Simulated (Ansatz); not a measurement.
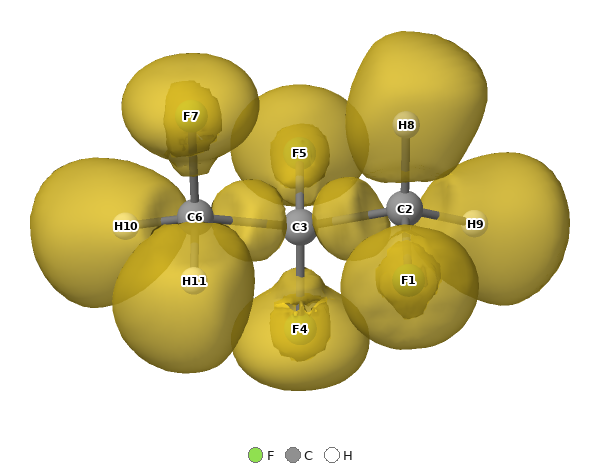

C3H4F4 (SMILES FCC(F)(F)CF). Isosurface of the ELF at 0.75 (yellow), seen from one side. Core shells and regions of very low density are left out.

Geometry: PBE0-D4/def2-TZVP.

Level of theory: RKS PBE0-D4/def2-TZVPP in Ansatz 0.2.0.

The calculation's input:

```
crystal:
  periodic: [false, false, false]
  atoms:
    - {symbol: F, position_ang: [1.831641, -0.798581, 0.095111]}
    - {symbol: C, position_ang: [1.063919, -0.037245, -0.749926]}
    - {symbol: C, position_ang: [-0.395263, -0.184060, -0.377196]}
    - {symbol: F, position_ang: [-0.799014, -1.465103, -0.575404]}
    - {symbol: F, position_ang: [-1.102740, 0.601673, -1.228947]}
    - {symbol: C, position_ang: [-0.733300, 0.168936, 1.054874]}
    - {symbol: F, position_ang: [-0.327584, 1.453119, 1.318274]}
    - {symbol: H, position_ang: [1.356909, 1.010465, -0.657909]}
    - {symbol: H, position_ang: [1.202332, -0.383961, -1.776776]}
    - {symbol: H, position_ang: [-1.814975, 0.095478, 1.190393]}
    - {symbol: H, position_ang: [-0.216625, -0.517818, 1.728204]}
basis:
  gaussian: {orbitals: def2-TZVPP}
hamiltonian: {xc: pbe0, dispersion: d4}
output: {orbitals: {seedname: orbitals}}
```

Command:

```sh
ansatz run in.yaml --threads 4 --pin off --events-out ev --progress --plain --max-ram 11315MiB
```

What do the ELF domains correspond to?

The surface consists of two regions between bonded C–C atoms (shared pairs), four regions around hydrogen nuclei and four regions on F in which the atom's valence shell and bonds are merged. Along the contacts the grid gives the following. C–F (1.36 Å): the ELF peaks at about 0.85 between the atoms, as expected for a shared but strongly polarised pair. C–C (1.51 Å): the ELF peaks at about 1 between the atoms: a shared electron pair.
